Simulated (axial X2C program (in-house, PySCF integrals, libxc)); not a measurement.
# Relativistic diatomic calculation, with input and output: RhGa

- system: RhGa, single determinant with Ω = 3.
- method: PBE0, two-component X2C with atomic mean-field Coulomb and Gaunt terms, Rh dyall-cv3z, Ga dyall-cv3z (cores contracted) (axial X2C program (in-house, PySCF integrals, libxc))

## The input
```
{"zs": [45, 31], "q": 0, "bas": ["dyall-cv3z", "dyall-cv3z"], "levels": ["PBE0", "HF", "LDA"], "cc": true, "r0": 2.49, "thr": -1.0, "nmax": 90, "npts": 10, "nst": 2, "ntry": 6}
```

The line is the task of a batch: nuclear charges, charge, bases, the levels to run, a first guess of the distance and further settings. This report covers PBE0 with spin-orbit coupling. The log is that of the reference distance 2.292 Å, started from orbitals converged before.

Launched within a batch (the task file carries these settings):
```bash
python <driver script> task.json out
```

## The program's output
```
two-component X2C + atomic mean field  PBE0
basis functions 258  fitting functions 1296  grid points 5801
iter        total energy     max residual
   1      -6724.505981493     6.30e-05
   2      -6724.505981495     1.22e-05
converged
one-electron -9943.58745534  Coulomb 3115.55983170  exact exchange -52.96202706  xc functional -162.52608711  nuclear repulsion 322.07775272  atomic mean-field constant -3.06799641
```

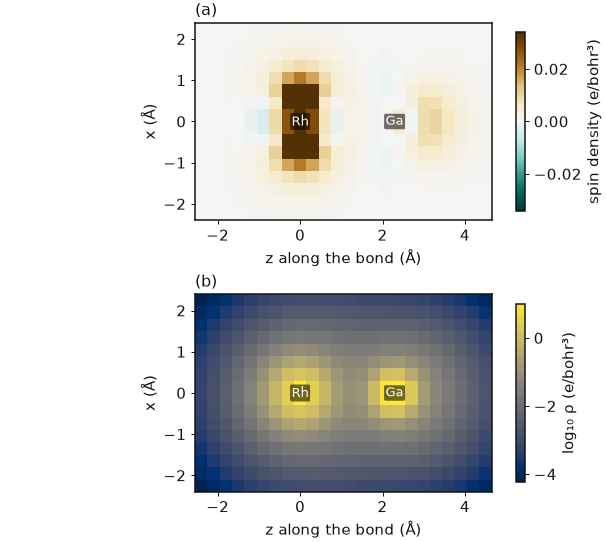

Figure 1. (a) spin density; (b) electron density on a logarithmic scale, in a plane that holds the axis, at 2.29 Å, on points 0.3 Å apart (one half computed, the other mirrored); the structure near the nuclei is finer than these points.

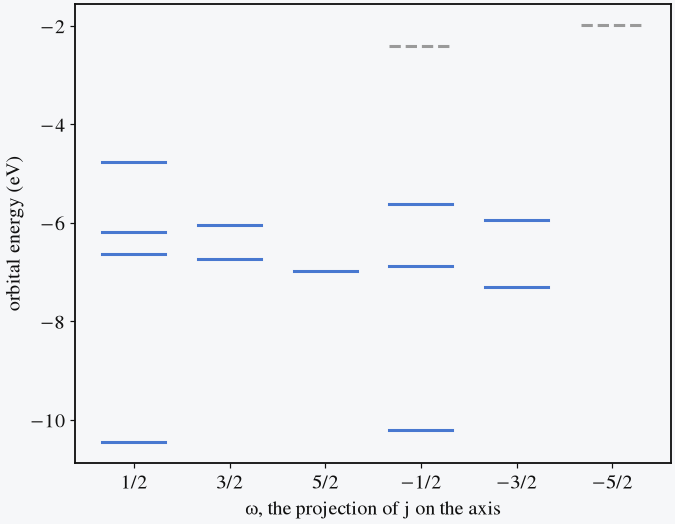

Figure 2. Orbital energies near the frontier at 2.29 Å, filled (solid) and empty (dashed). The highest filled spinor (1/2; 52 % Ga p, 40 % Rh s) lies at −4.76 eV, the lowest empty one (−1/2; 43 % Rh s, 43 % Ga p) at −2.41 eV.

## Outcome

- outcome: not converged in a step after the SCF shown
- hardware: 1 thread of INTEL XEON PLATINUM @ 2.30GHz (Emerald Rapids), 24 GiB of memory available, shared host
- wall time: 19 s
- peak memory: 0.86 GiB

## Diagnosis

The SCF whose log is shown converged, but a later step did not. The run therefore gave no full result.
